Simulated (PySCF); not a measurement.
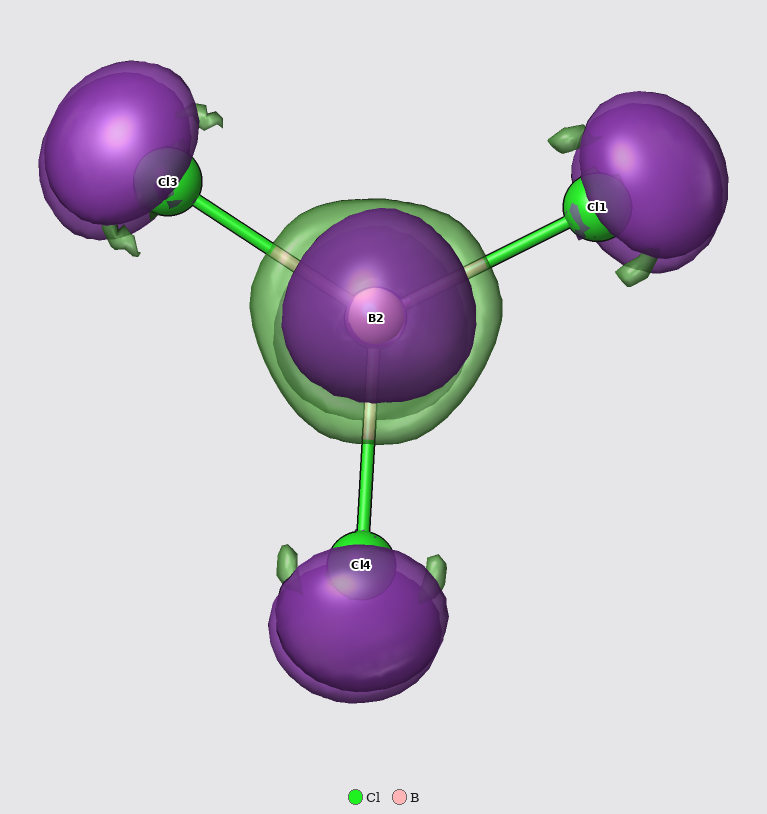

Figure 1: BCl3, SMILES `ClB(Cl)Cl`. Fukui function f⁺ = ρ(N+1) − ρ(N) at fixed geometry, surfaces at ±0.04 e/Å³ (purple positive, green negative).

Level of theory: r2SCAN/def2-SVP (PySCF), at a geometry from GFN2-xTB. No frequency check shows the geometry to be a minimum. GFN2-xTB bond lengths at metals and heavier atoms can be off by up to 0.1 Å and shapes distorted, which carries into these values.

Coordinates in Å:

```
Cl1     -1.7201   -0.1071    0.0000
B2       0.0001    0.0000    0.0000
Cl3      0.9528   -1.4361    0.0000
Cl4      0.7673    1.5432    0.0000
```

Q: Which atoms respond most to the addition of an electron?

A: f⁺ (Hirshfeld-condensed) is largest on B2 (0.30) and Cl1, Cl3 and Cl4 (0.23 each); the vertical electron affinity is −0.86 eV (the stability of the anion's solution wasn't checked; negative, but this basis has no diffuse functions, so it doesn't show that the anion is unbound). Condensed values hint at sites of nucleophilic attack but needn't mark the atom that reacts. Orbital relaxation makes it negative in places (0.15 e in all).
